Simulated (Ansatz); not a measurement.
Consider H$_{6}$OSn.

The calculation's input:

```
crystal:
  periodic: [false, false, false]
  atoms:
    - {symbol: Sn, position_ang: [-0.633007, 0.134886, -0.518292]}
    - {symbol: H, position_ang: [-0.098763, 0.791885, 1.406048]}
    - {symbol: H, position_ang: [-0.221543, -0.818651, -1.890787]}
    - {symbol: H, position_ang: [-2.140538, -0.376244, 0.078063]}
    - {symbol: H, position_ang: [-0.512260, 1.770006, -0.989852]}
    - {symbol: H, position_ang: [0.655413, 0.075091, 1.227660]}
    - {symbol: O, position_ang: [1.028353, -0.807639, 0.523954]}
    - {symbol: H, position_ang: [1.922345, -0.769235, 0.163306]}
basis:
  gaussian: {orbitals: def2-TZVPP}
hamiltonian: {xc: pbe0, dispersion: d4}
output: {orbitals: {seedname: orbitals}}
```

Run with:

```sh
ansatz run in.yaml --threads 2 --pin off --events-out ev --progress --plain --max-ram 4352MiB
```

A transition-state structure; geometry: PBE0-D4/def2-TZVP; core potentials replace the inner electrons of Sn.

Theory: RKS PBE0-D4/def2-TZVPP in Ansatz.

Q: What can the converged electron density and electron localisation function tell about the bonding?

A: Sn1···H6 (2.17 Å): the density falls to about 0.3 e/Å³ on the way; the ELF dips to about 0.10 between them.
Sn–O (2.18 Å): ρ is about 0.5 e/Å³ halfway; the ELF peaks at about 0.85 in the valence shell of O, 0.6 Å from its nucleus, and drops to about 0.15 between the two atoms.
Sn–H (1.72 Å): ρ at the midpoint is about 1.1 e/Å³; the ELF climbs to about 1 towards the hydrogen.

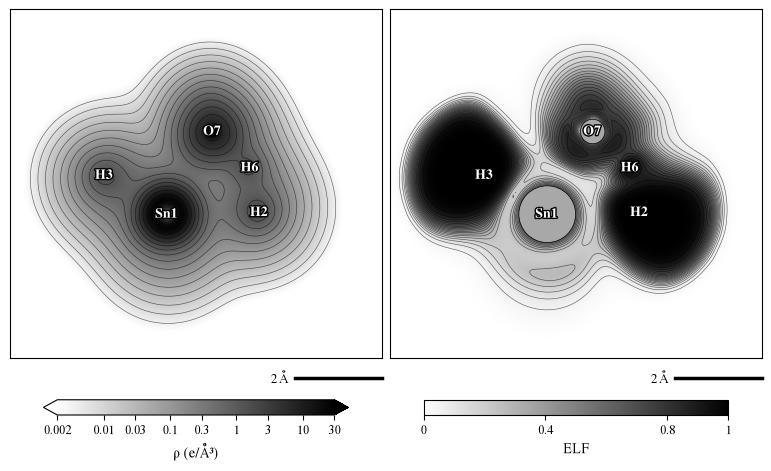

Computed electron density and electron localisation function on the plane of atoms H2, Sn1 and H6, in this order. Grey discs cover the atomic cores in the ELF map. 
